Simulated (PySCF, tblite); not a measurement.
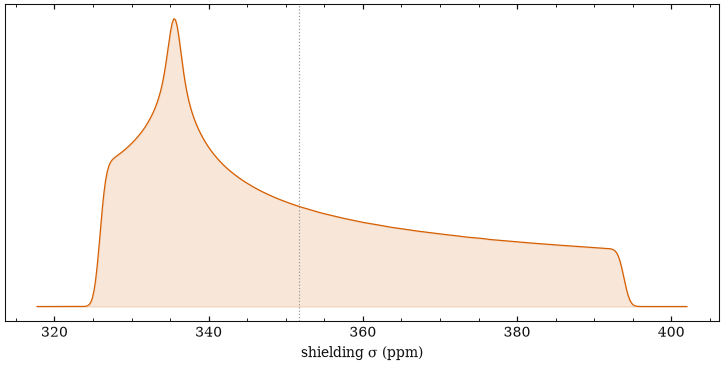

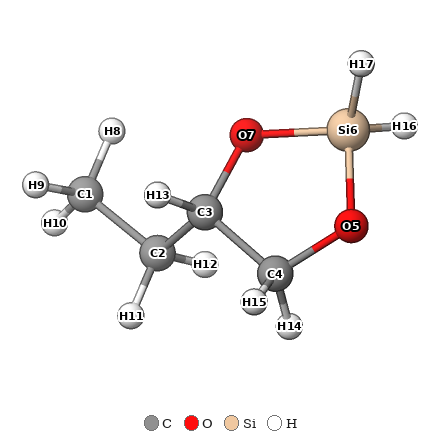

Static powder pattern (²⁹Si) from GIAO shielding tensors of C₄H₁₀O₂Si, SMILES CC[C@H]1CO[SiH2]O1, PBE0/pcSseg-1, PySCF 2.14.0, at a GFN2-xTB geometry (a minimum by its frequencies); absolute shielding, one fixed geometry of the isolated molecule without any motion, no dipolar terms. The dotted line is the isotropic value; skew is 3(σiso − σ22)/span.

The pattern belongs to Si6. Give the principal values, span and skew.

Si6: σ11, σ22, σ33 = 326, 336, 394 ppm, isotropic 352, span 68 ppm, skew 0.72.

Caveats: the tight-binding geometry is rougher than a DFT one and adds to the error; one conformer of a flexible molecule.
